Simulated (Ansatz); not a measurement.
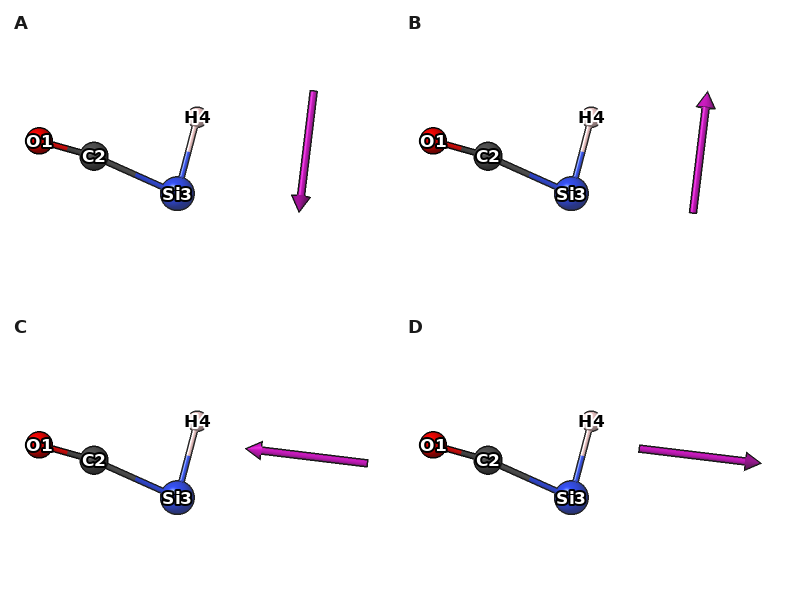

The same molecule four times, each with an arrow. The species is neutral and a spin doublet. The geometry was computed by an optimisation with PBE-D4/def2-SVP. No frequency run is at hand to confirm it as a minimum. Properties computed with UKS PBE-D4/def2-SVP (Ansatz 0.2.0).

Which arrow points along the dipole moment, from the negative to the positive end?

Answer. B. The dipole moment is 0.29 D; it points from the side of Si3 to the side of H4 (the outermost atoms at the two ends).
